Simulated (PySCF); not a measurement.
Ge(H)(Vi)2(OH), SMILES [OH][GeH]([CH]=C)[CH]=C (C₄H₈GeO) at its CAM-B3LYP/def2-SVP optimised geometry (Å):

```
14

Ge     0.1068    -1.9480     0.0000
O     -0.5248    -2.6616    -1.5092
C     -0.5057    -3.0018     1.5086
C      0.3321    -3.6565     2.3136
C     -0.5639    -0.1399     0.0000
C      0.2368     0.9254     0.0215
H      1.6494    -1.9480     0.0000
H     -0.3786    -3.6125    -1.5737
H     -1.5830    -3.0657     1.7043
H      1.4175    -3.6278     2.1647
H     -0.0192    -4.2509     3.1642
H     -1.6494     0.0114    -0.0210
H      1.3280     0.8292     0.0346
H     -0.1553     1.9480     0.0233
```

Level of theory: PySCF 2.14.0 with CAM-B3LYP/def2-TZVP. Cells within 0.4 Å of a nucleus heavier than hydrogen are left out (blank, or x).

Map of the electrostatic potential (hartree/e), clipped to [-0.08, 0.12] on the plane z = 1.5 Å:

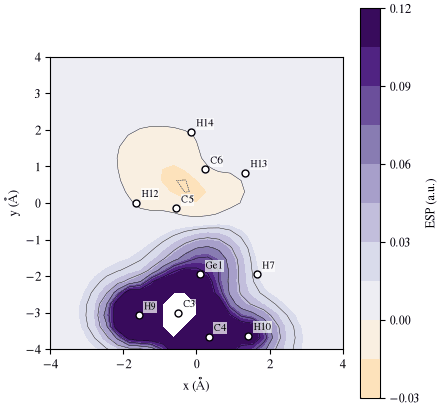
Fig. 1. Electrostatic potential (hartree/e), clipped to [-0.08, 0.12] on the plane z = 1.5 Å.
